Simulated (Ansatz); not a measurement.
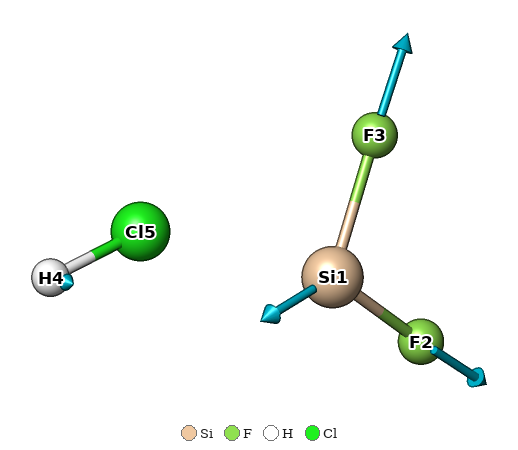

The arrows show one normal mode. Harmonic vibrations computed with RKS PBE0-D4/def2-TZVP (Ansatz 0.2.0) at a stationary point of the same level.

### Describe the motion.

Mostly in-phase stretching of 2 F–Si bonds.

### Estimate its harmonic wavenumber.

849 cm⁻¹; it is mode 7 of 9 counted from the lowest.
